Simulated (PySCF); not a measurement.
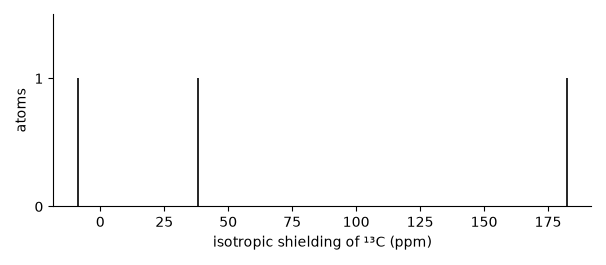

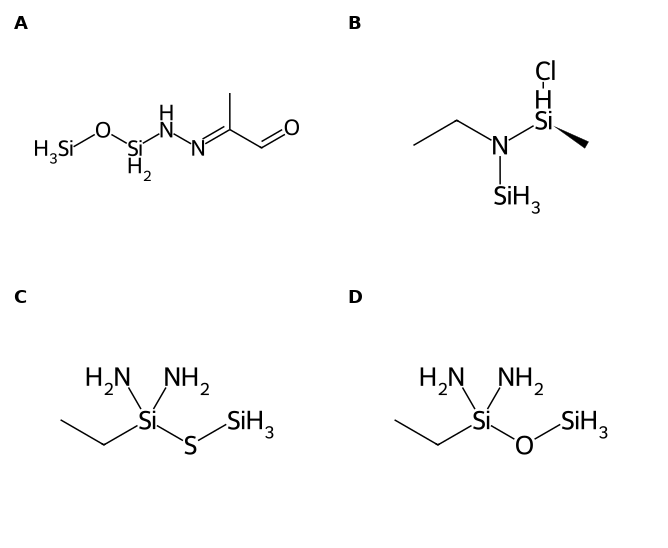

The sticks are computed shieldings of one of the molecules, for one fixed geometry (GFN2-xTB) without averaging over rotations. Low shielding means a high chemical shift. Method: GIAO PBE0/pcSseg-1 NMR shielding, non-relativistic, gas phase (PySCF 2.14.0).

> Match the spectrum to a structure.

A, `C/C(C=O)=N\N[SiH2]O[SiH3]`. Its 3 C atoms give lines at −8.9, 38.1, 182.4 ppm.

The geometry is semi-empirical. Around Si such bond lengths and angles can be off by a tenth of an ångström or more and by several degrees, and values that hang on the shape move with them.
